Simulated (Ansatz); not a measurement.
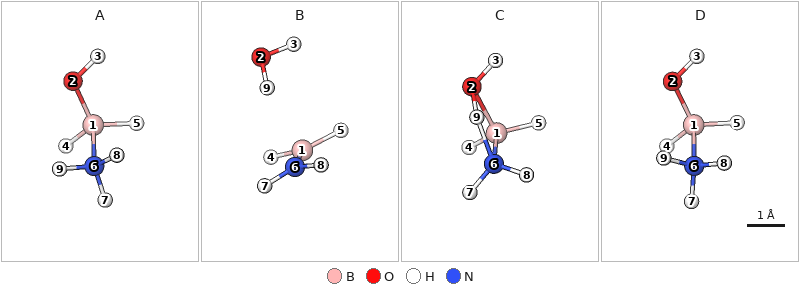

4 geometries from a converged minimum-energy path of BNH6O, shuffled. Style: ball-and-stick. Shown from a free direction.

Method: RKS PBE0/def2-SVP in Ansatz 0.2.0. Set-up: 5 movable images; climbing image; force threshold 0.03 eV/Å; iteration limit 60; starting path through a guess of the saddle point.

Question: Which of them lies highest in energy?

Answer: C. In order along the path, whose images run from 0 to 6: A (image 0, 0.0 kcal/mol), D (image 1, +0.4 kcal/mol), C (image 4, +21.0 kcal/mol), B (image 6, +13.6 kcal/mol). Breaking: B1–O2 (1.43 → 1.61 at the top → 2.91 Å), N6–H9 (1.02 → 1.37 at the top → 2.28 Å). Forming: O2–H9 (2.65 → 1.16 at the top → 0.97 Å).
